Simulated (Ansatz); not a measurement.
**Run report: AlAsH6O3, single-point calculation**

AlAsH6O3, computed with RKS PBE0-D4/def2-TZVPP (Ansatz 0.2.0).

The geometry comes from this level: PBE0-D4/def2-TZVP.

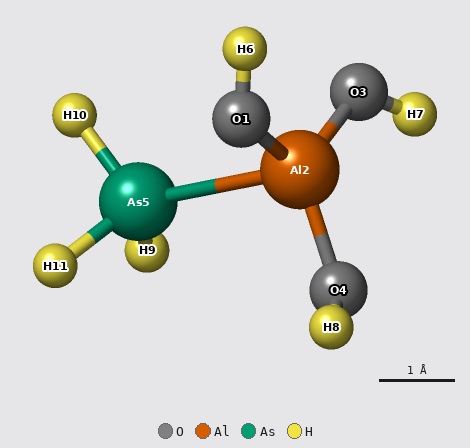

**Figure 1.** The structure as given in the input (ball-and-stick view, seen at a tilt; atoms are numbered from 1 in the order of the input). Sticks mark near contacts.

**Input file**
```yaml
crystal:
  periodic: [false, false, false]
  atoms:
    - {symbol: O, position_ang: [-1.982956, -0.183211, 0.564510]}
    - {symbol: Al, position_ang: [-0.331100, -0.599111, 0.704707]}
    - {symbol: O, position_ang: [0.570244, 0.069031, 1.994146]}
    - {symbol: O, position_ang: [0.199059, -2.071686, 0.018120]}
    - {symbol: As, position_ang: [0.583793, 1.012734, -1.206818]}
    - {symbol: H, position_ang: [-2.407113, 0.365199, 1.221989]}
    - {symbol: H, position_ang: [1.320179, -0.396351, 2.360093]}
    - {symbol: H, position_ang: [-0.421753, -2.674846, -0.386454]}
    - {symbol: H, position_ang: [2.052228, 1.024275, -1.551091]}
    - {symbol: H, position_ang: [0.415453, 2.506204, -1.079930]}
    - {symbol: H, position_ang: [0.067268, 0.890763, -2.618672]}
basis:
  gaussian: {orbitals: def2-TZVPP}
hamiltonian: {xc: pbe0, dispersion: d4}
output: {orbitals: {seedname: orbitals}}
```

Launch command:
```bash
ansatz run in.yaml --threads 4 --pin off --events-out ev --progress --plain --max-ram 11315MiB
```

**The program's output**
```
Functional definition: PBE0
  name "PBE0"
  cite "Adamo & Barone, J. Chem. Phys. 110, 6158 (1999) doi:10.1063/1.478522"
  cite "Perdew, Burke & Ernzerhof, Phys. Rev. Lett. 77, 3865 (1996) doi:10.1103/PhysRevLett.77.3865"
  parent pbe
  parameter a = 0.25
  parameter kappa = 0.804
  parameter beta = 0.06672455060314922
  exchange = (1 - a)*pbe_x(kappa = kappa, mu = beta*pi^2/3) + a*exact_x
  correlation = pbe_c(beta = beta)
1530 factors; their error is unknown
mean field evaluation 1: about -73652.6673 eV, gradient 9.7e1 eV
mean field evaluation 2: about -73613.3991 eV, gradient 1.7e2 eV
mean field evaluation 4: about -73667.5396 eV, gradient 2.7e0 eV
mean field evaluation 8: about -73667.5571 eV, gradient 3.5e-2 eV
mean field evaluation 16: about -73667.8283 eV, gradient 2.1e-4 eV
mean field -73667.82825024 eV, -2707.2427543488 hartree, gradient 2.8e-5 eV, S^2 0.000000; 0 other end points of the search recorded, 0 dependent functions left out
reference -73667.82828796 eV, -2707.2427557352 hartree; 38, 38 occupied and 229, 229 virtual orbitals, 1530 factors
Total energy: -73668.03013665 eV, -2707.2501735377 hartree
```

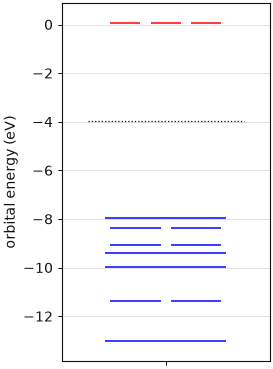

**Figure 2.** Orbital energies near the frontier; the dotted line parts filled from empty levels, and levels within 0.02 eV of each other stand side by side. Highest filled −7.98 eV, lowest empty 0.05 eV, 8.03 eV apart.

**Results in brief**

| quantity | value |
| --- | --- |
| outcome | converged |
| total energy | −73668.0301 eV |
| mean-field energy | −73667.8283 eV |
| dispersion energy | −0.2018 eV |
| SCF solution under orbital rotations | stable |
| HOMO | −7.98 eV |
| LUMO | 0.05 eV |
| hardware | 4 threads of Arm Neoverse V2, 23 GiB of memory available, shared host |
| wall time | 4.3 s (CPU time 16 s) |
| peak memory | 0.81 GiB |
